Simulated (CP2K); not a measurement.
Isocyanocyclopropane has these distinct C atoms: C1 (bonded to N), C3 (bonded to 2 C, N and H) and C4 (bonded to 2 C and 2 H).

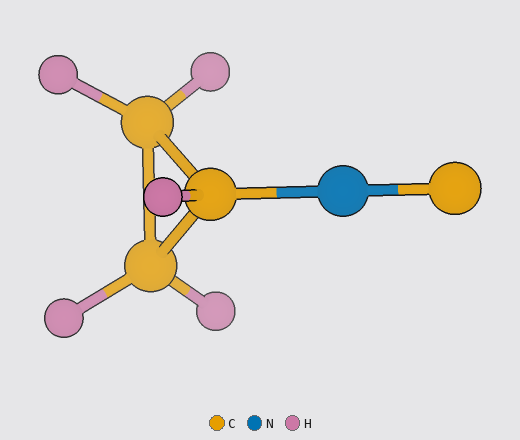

The molecule (carbon orange, nitrogen blue, hydrogen pink).

```xyz
10

C     2.7669   -0.4246   -0.1039
N     1.6382   -0.2554    0.2075
C     0.3030   -0.0588    0.5820
C    -0.7967   -0.6351   -0.2867
C    -0.5644    0.8556   -0.2584
H     0.1610   -0.0574    1.6618
H    -0.4794   -1.1805   -1.1727
H    -1.6661   -1.0428    0.2255
H    -0.0896    1.3089   -1.1258
H    -1.2728    1.4901    0.2706
```

Their partial C K spectra (CP2K XAS_TDP, all-electron GAPW, PBEh(45%), aug-cc-pVDZ, TDA, GW2X-corrected core level, no relativity) are given in random order, each times the number of alike atoms.

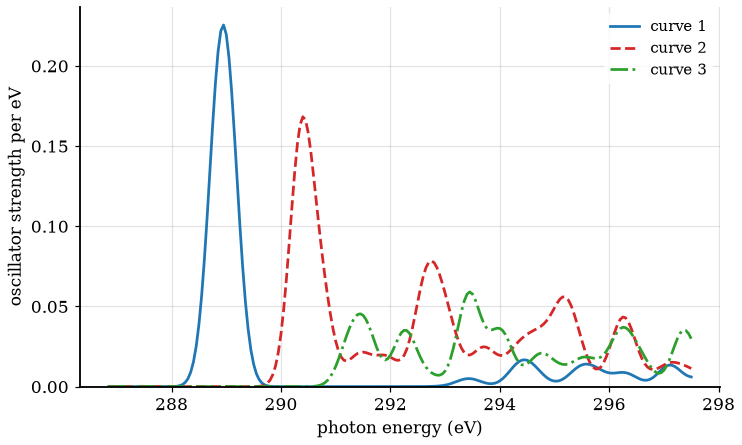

Gaussian full width 0.5 eV, oscillator strength per eV, alike atoms added, rows of zeros left out.

Q: Which curve belongs to which atom?

Curve 1: C1 (bonded to N), leading line at 288.85 eV (f = 0.068 an atom), ionisation energy 294.29 eV, term value 5.44 eV. Curve 2: C4 (bonded to 2 C and 2 H), leading line at 290.39 eV (f = 0.032 an atom), ionisation energy 292.62 eV, term value 2.23 eV. Curve 3: C3 (bonded to 2 C, N and H), leading line at 291.26 eV (f = 0.013 an atom), ionisation energy 293.83 eV, term value 2.57 eV. The leading line of an atom is its first one with 35 % of the strongest within 2.5 eV of its lowest line over the strength cut. A line lies at the core ionisation energy, which rises as an atom loses charge to its neighbours or to a π system, less the term value, which is large for a low π* or σ* orbital with weight on that atom.

[Banner, clock and machine lines of the logs are left out without a mark of their own.]

[Logs are printed without paths, hosts, clocks, repeated set-up lines and the standing remarks that a program may print on its own settings, such as how far it seeks lower states.]

[Hosts, paths, dates, database ids (printed as entryN), source tags and the programs' standing remarks are cut or masked in the printed files.]
